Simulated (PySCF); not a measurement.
```tsv
atom	x (Å)	y (Å)	z (Å)
C	-3.0770	0.3317	0.2400
C	-2.1454	-0.8235	0.3122
C	-0.8120	-0.7099	0.3843
C	-0.0065	-1.8752	0.4507
N	0.6431	-2.8183	0.5100
O	-0.1921	0.5013	0.3886
Si	1.3423	0.9769	0.5793
O	2.2073	0.1659	-0.5891
C	3.4757	0.3712	-0.8555
O	4.1699	1.1857	-0.3293
H	-2.5247	1.2672	0.2376
H	-3.7564	0.3157	1.0918
H	-3.6839	0.2657	-0.6626
H	-2.5737	-1.8151	0.3053
H	1.2049	2.3794	0.2476
H	1.8982	0.6088	1.8719
H	3.8232	-0.3155	-1.6466
```

Geometry: GFN2-xTB.

These are results of PBE0/pcSseg-1, SCF density, gas phase, non-relativistic in PySCF 2.14.0, not measurements.

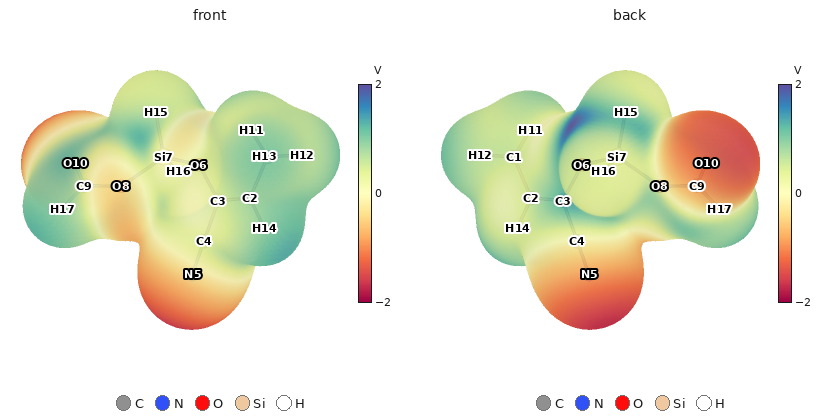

C$_{5}$H$_{7}$NO$_{3}$Si (SMILES C/C=C(/C#N)O[SiH2]OC=O). The molecular electrostatic potential painted on the density surface at 0.002 e/bohr³, seen from the front and from behind; red is negative and blue positive.

Q: Describe the electrostatic potential map.

A: The most negative region (about −1.6 V, or −37 kcal/mol for a unit charge) lies over N5, the most positive (about +1.7 V, or +39 kcal/mol for a unit charge) over Si7. N5 is the likeliest acceptor of a hydrogen bond.

Q: What dipole moment does the calculation give?

A: Its dipole moment is 4.01 D.
